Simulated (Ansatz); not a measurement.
# doublet SiHF−: levels of theory compared

We compute a comparison of 6 runs (UB3LYP/6-31G*, U-revPBE/def2-TZVPPD, UBLYP/def2-TZVPPD, UPBE0/def2-TZVPPD, RPA@PBE0/def2-TZVPPD, UCCSD/def2-TZVPPD) of doublet SiHF−. 

The results are computed with Ansatz 0.2.0.

58 further runs of the same task are left out: 58 set aside as unsound or not needed.

## 1. The molecule

The species is SiHF− (3 atoms), meant as a doublet with charge -1. SMILES of the parent species: `F[SiH]`. The shape is that of a PBE0-D4/def2-TZVP optimisation. That shape belongs to the parent species and isn't relaxed for this state.

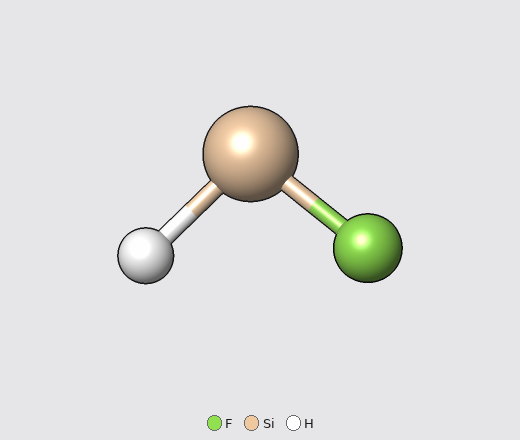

Viewed from a chosen angle; fluorine green, silicon light orange, hydrogen white.

## 2. A single-point energy at UB3LYP/6-31G(d) (Cartesian functions) (run 1)

Input file job.yaml:

```yaml
crystal:
  periodic: [false, false, false]
  atoms:
    - {symbol: F, position_ang: [-1.090200, 0.024400, -0.602300]}
    - {symbol: Si, position_ang: [0.186800, 0.629400, 0.173800]}
    - {symbol: H, position_ang: [0.892400, -0.718600, 0.415300]}
basis:
  gaussian: {orbitals: "6-31G*"}
total_charge: -1
magnetization: {spin_polarized: true, initial_magnetization: 1}
hamiltonian: {xc: {name: B3LYP}}
accuracy: high
output: {orbitals: {seedname: orbitals}}
```

Run with:

```sh
$ ansatz run job.yaml --threads 1 --pin off --max-ram 3480MiB --events-out events.jsonl --progress --plain --runs-dir runs
```

The log of the run:

```text
Warning: RAYON_NUM_THREADS=1 ignored (pool sized by the plan → 1); use --threads N
Functional definition: B3LYP
  name "B3LYP"
  parameter a0 = 0.2
  parameter ax = 0.72
  parameter ac = 0.81
  exchange = (1 - a0 - ax)*slater_x + ax*b88_x + a0*exact_x
  correlation = (1 - ac)*vwn_rpa_c + ac*lyp_c
652 factors; integrals over basis functions are off by at most 3.4e-9 eV
mean field evaluation 1: about -10603.1424 eV, gradient 4.4e1 eV
mean field evaluation 2: about -10598.5328 eV, gradient 6.2e1 eV
mean field evaluation 4: about -10610.5050 eV, gradient 5.1e-1 eV
mean field evaluation 8: about -10610.5473 eV, gradient 5.6e-2 eV
mean field evaluation 16: about -10610.5473 eV, gradient 6.9e-6 eV
mean field -10610.54730132 eV, -389.9304212364 hartree, gradient 4.8e-8 eV, S^2 0.753269; 0 other end points of the search recorded, 0 dependent functions left out
reference -10610.54733021 eV, -389.9304222980 hartree; 13, 12 occupied and 23, 24 virtual orbitals, 652 factors
Total energy: -10610.54733021 eV, -389.9304222980 hartree
```

Run time: 2.5 s. Hardware: 1 thread of Arm Neoverse V1, shared host; peak memory 0.12 GiB.

## 3. The energy at U-revPBE/def2-TZVPPD (run 2)

Input file run.yaml:

```yaml
crystal:
  periodic: [false, false, false]
  atoms:
    - {symbol: F, position_ang: [-1.090200, 0.024400, -0.602300]}
    - {symbol: Si, position_ang: [0.186800, 0.629400, 0.173800]}
    - {symbol: H, position_ang: [0.892400, -0.718600, 0.415300]}
basis:
  gaussian:
    orbitals: def2-TZVPPD.json
total_charge: -1
magnetization:
  spin_polarized: true
  initial_magnetization: 1
hamiltonian:
  xc: {name: revPBE}
accuracy: high
output: {orbitals: {seedname: orbitals}}
```

The basis set def2-TZVPPD is read from a file made from the Basis Set Exchange's data (not shown).

Run with:

```sh
$ ansatz run run.yaml --threads 1 --pin off --max-ram 3480MiB --events-out events.jsonl --progress --plain --runs-dir runs
```

The log of the run:

```text
Warning: RAYON_NUM_THREADS=1 ignored (pool sized by the plan → 1); use --threads N
Functional definition: revPBE
  name "revPBE"
  parameter kappa = 1.245
  parameter beta = 0.06672455060314922
  exchange = pbe_x(kappa = kappa, mu = beta*pi^2/3)
  correlation = pbe_c(beta = beta)
1560 factors; integrals over basis functions are off by at most 3.9e-9 eV
mean field evaluation 1: about -10590.7375 eV, gradient 7.3e1 eV
mean field evaluation 2: about -10557.2193 eV, gradient 1.2e2 eV
mean field evaluation 4: about -10609.7237 eV, gradient 7.2e0 eV
mean field evaluation 8: about -10610.0752 eV, gradient 1.3e-1 eV
mean field evaluation 16: about -10610.0754 eV, gradient 7.9e-5 eV
mean field evaluation 32: about -10608.3299 eV, gradient 7.1e-2 eV
mean field -10610.07537484 eV, -389.9130782580 hartree, gradient 6.3e-8 eV, S^2 0.758153; 3 other end points of the search recorded, 0 dependent functions left out
reference -10610.07537857 eV, -389.9130783950 hartree; 13, 12 occupied and 92, 93 virtual orbitals, 1560 factors
Total energy: -10610.07537857 eV, -389.9130783950 hartree
```

Run time: 14 s. Hardware: 1 thread of Arm Neoverse V1, shared host; peak memory 0.24 GiB.

Runs 3 to 5 aren't shown in full; the table further down has their settings and results.

## 4. The energy at UCCSD/def2-TZVPPD (run 6)

Input file input.yaml:

```yaml
basis:
  gaussian:
    orbitals: def2-TZVPPD.json
crystal:
  periodic: [false, false, false]
  atoms:
    - symbol: F
      position_ang: [-1.090200, 0.024400, -0.602300]
    - symbol: Si
      position_ang: [0.186800, 0.629400, 0.173800]
    - symbol: H
      position_ang: [0.892400, -0.718600, 0.415300]
total_charge: -1
magnetization:
  spin_polarized: true
  initial_magnetization: 1
correlation:
  method: ccsd
  frozen_orbitals: {F: 1, H: 0, Si: 5}
accuracy: high
scf:
  omitted_lower_state_checks: [cluster_reference, increment]
```

The basis set def2-TZVPPD is read from a file made from the Basis Set Exchange's data (not shown).

Run with:

```sh
$ ansatz run input.yaml --threads 1 --pin off --max-ram 3480MiB --events-out events.jsonl --progress --plain --runs-dir runs
```

The log of the run:

```text
Warning: RAYON_NUM_THREADS=1 ignored (pool sized by the plan → 1); use --threads N
[... 12 lines left out ...]
6 core orbitals not correlated: weight in the atoms' cores, before any rotation towards them, 1.000 or more for the frozen orbitals, at most 0.000 for the correlated occupied ones
[... 28 lines left out ...]
Total energy: -10596.07358890 eV, -389.3985221154 hartree
Checks for a lower state left out: cluster_reference, increment
```

It took 23 s on 1 thread of Arm Neoverse V1, shared host; peak memory 1 GiB.

## 5. All runs side by side

```tsv
run	level	Cartesian functions	frozen core orbitals	energy (Eh)	HOMO energy (eV)	LUMO energy (eV)	⟨S²⟩	wall time
1	UB3LYP/6-31G* (Cartesian functions)	yes	–	-389.930422	2.40	4.91	0.753	2.5 s
2	U-revPBE/def2-TZVPPD	no	–	-389.913078	2.36	3.74	0.758	14 s
3	UBLYP/def2-TZVPPD	no	–	-390.001219	2.59	3.64	0.755	12 s
4	UPBE0/def2-TZVPPD	no	–	-389.788993	1.42	4.47	0.760	9.9 s
5	RPA@PBE0/def2-TZVPPD	no	6	-389.549293	–	–	0.760	12 s
6	UCCSD/def2-TZVPPD	no	6	-389.398522	–	–	0.787	23 s
```

## 6. Results

| quantity | value |
| --- | --- |
| run 6: total energy | -389.39852 Eh |
| run 6: correlation energy (6 core orbitals frozen) | -382.2 mEh |
| run 6: ⟨S²⟩ of the reference determinant | 0.787 |
| run 6: T1 diagnostic | 0.019 |

What this shows: Totals of different functionals can't be ranked against each other. In runs 1, 2, 3, 4 the HOMO lies above zero, so the outermost electron may be held by the basis alone. All runs together took 73 s, the longest 23 s.
